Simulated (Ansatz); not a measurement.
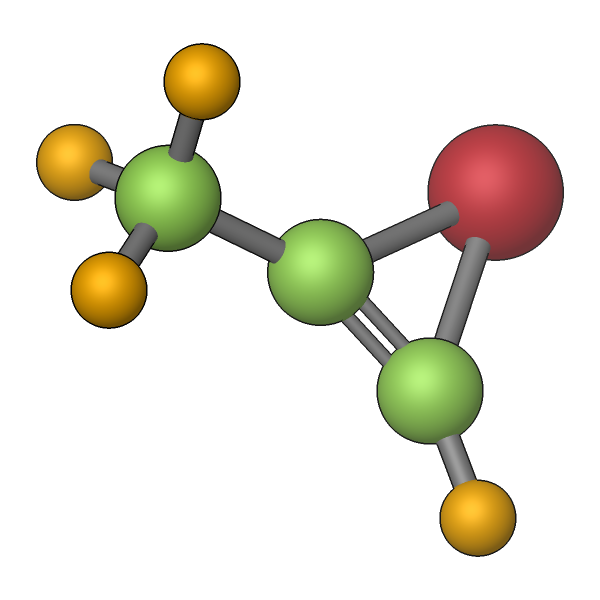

A ball-and-stick model of a molecule. Colours: carbon green, selenium red, hydrogen orange.

**Which formula does it have?**

C3H4Se, 8 atoms: 3 carbon, 4 hydrogen and 1 selenium.

**Name functional groups in it.**

Among them: alkene.

**Give a SMILES string for it.**

CC1=C[Se]1

The parts below concern this one geometry. Atoms keep their numbers from picture to picture. The computed structure is the end point of a PBE0-D4/def2-TZVP optimisation.

### Symmetry

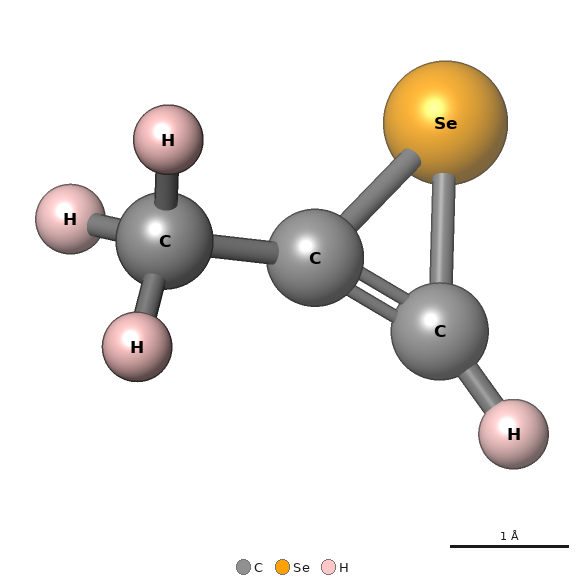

Depth is shown by fading: the farther an atom, the more it takes the colour of the background. Masses are those of the most abundant isotopes; constants are for the rigid equilibrium geometry.

**What kind of rotor is it, and what are its rotational constants in cm⁻¹?**

An asymmetric top (Cs): A = 0.445, B = 0.104, C = 0.0856 cm⁻¹. Ray's parameter κ is −0.90, close to the prolate limit.

### Levels of theory compared

Program: Ansatz 0.2.0.

At this fixed geometry, give HOMO energy (eV), dipole (D), HOMO–LUMO gap (eV) at these levels: B3LYP-D4/def2-TZVPP; PBE-D4/def2-TZVPP; r2SCAN-D4/def2-TZVPP; ωB97M-V/def2-TZVPP.

```json
{"level": "B3LYP-D4/def2-TZVPP", "HOMO energy (eV)": "−5.12", "dipole (D)": "2.80", "HOMO–LUMO gap (eV)": "4.58"}
{"level": "PBE-D4/def2-TZVPP", "HOMO energy (eV)": "−4.24", "dipole (D)": "2.77", "HOMO–LUMO gap (eV)": "3.03"}
{"level": "r2SCAN-D4/def2-TZVPP", "HOMO energy (eV)": "−4.40", "dipole (D)": "2.98", "HOMO–LUMO gap (eV)": "3.40"}
{"level": "ωB97M-V/def2-TZVPP", "HOMO energy (eV)": "−7.48", "dipole (D)": "2.82", "HOMO–LUMO gap (eV)": "9.17"}
```

### Charges

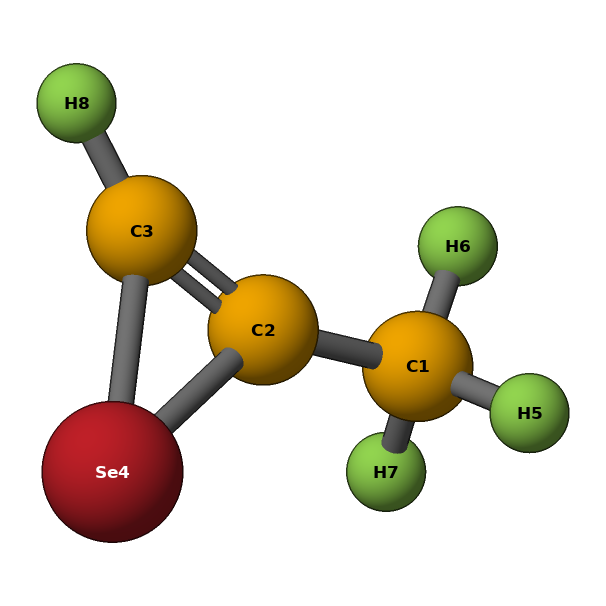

The questions are on Mulliken charges. Level of theory: RKS r2SCAN-D4/def2-TZVPP (Ansatz 0.2.0).

List the Mulliken charges.

```csv
atom,value (e)
C1,−0.09
C2,−0.03
C3,−0.11
Se4,−0.16
H5,0.08
H6,0.07
H7,0.08
H8,0.16
```

### Vibrations

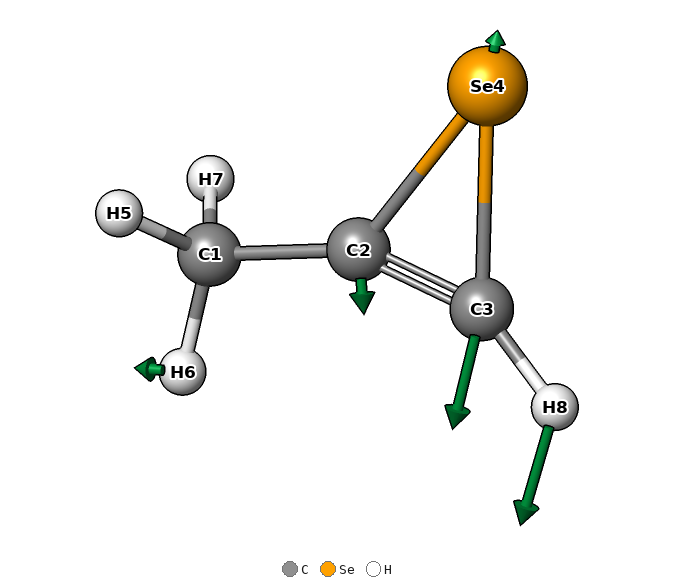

The arrows show one normal mode. Harmonic vibrations computed with RKS PBE0-D4/def2-TZVP (Ansatz 0.2.0) at a stationary point of the same level.

**Estimate its harmonic wavenumber.**

550 cm⁻¹; it is mode 5 of 18 counted from the lowest.

Mulliken values depend strongly on the basis set and can even reverse the polarity of a bond.
